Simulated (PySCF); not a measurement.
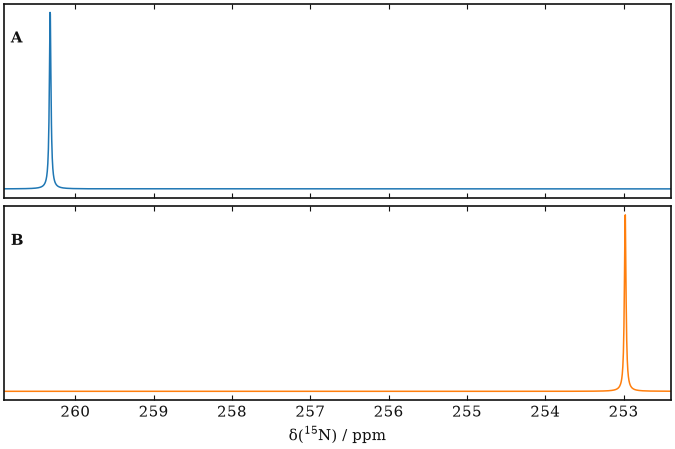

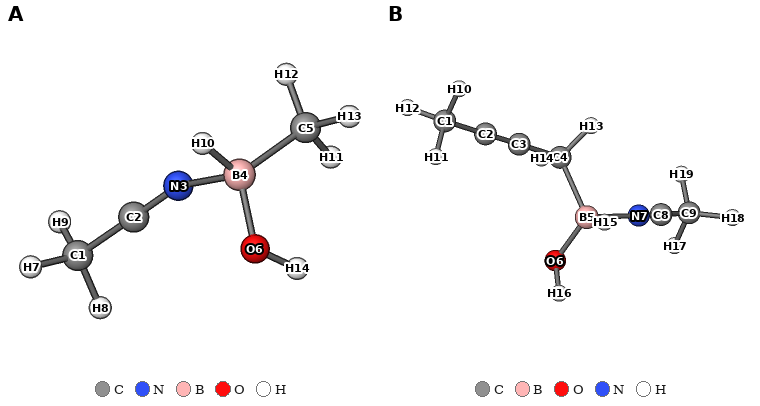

Related molecules: A is C₃H₈BNO, SMILES CC#[N+][B@H-](C)O; B is C₆H₁₀BNO, SMILES CC#CC[B@@H-](O)[N+]#CC. GIAO ¹⁵N shifts against NH₃ (¹⁵N: a single molecule, while the usual scales start at liquid NH₃ or nitromethane; multiply bonded nitrogen can come out tens of ppm too deshielded), PBE0/pcSseg-1 in PySCF, at a GFN2-xTB geometry (no frequency check); fully decoupled, line heights follow the number of nuclei within a panel, widths are arbitrary (no quadrupolar broadening); values of one conformer, averaged over methyl-type rotors and exact or near symmetry; other conformers aren't averaged in.

> How does the ¹⁵N shift respond?

From A (260.3 ppm) to B (253.0 ppm) the nucleus is shielded by 7.3 ppm.

Limits of at least one run: the tight-binding geometry is rougher than a DFT one and adds to the error.
